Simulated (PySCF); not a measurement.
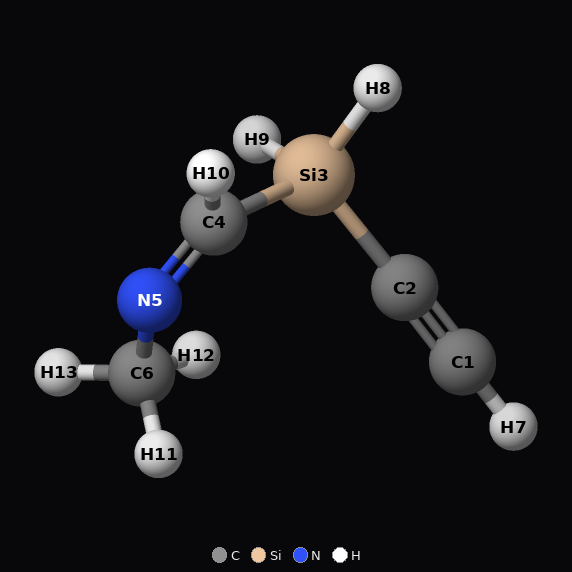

The computed structure is the end point of a GFN2-xTB optimisation. No frequency run is at hand to confirm it as a minimum. Properties computed with delta-SCF UKS SCAN, pcX-2 on the ionised atom, pcseg-1 elsewhere, spin-free X2C (PySCF 2.14.0).

Give the core-electron binding energies (to vacuum; p and d levels without spin–orbit splitting) of C1 1s, C2 1s, Si3 1s, Si3 2p, C4 1s, N5 1s, C6 1s.

```json
{"atom": "C1", "level": "1s", "binding energy (eV)": "290.3"}
{"atom": "C2", "level": "1s", "binding energy (eV)": "290.2"}
{"atom": "Si3", "level": "1s", "binding energy (eV)": "1846.9"}
{"atom": "Si3", "level": "2p", "binding energy (eV)": "107.3"}
{"atom": "C4", "level": "1s", "binding energy (eV)": "291.0"}
{"atom": "N5", "level": "1s", "binding energy (eV)": "404.7"}
{"atom": "C6", "level": "1s", "binding energy (eV)": "291.3"}
```

The geometry is semi-empirical. Around Si such bond lengths and angles can be off by a tenth of an ångström or more and by several degrees, and values that hang on the shape move with them.
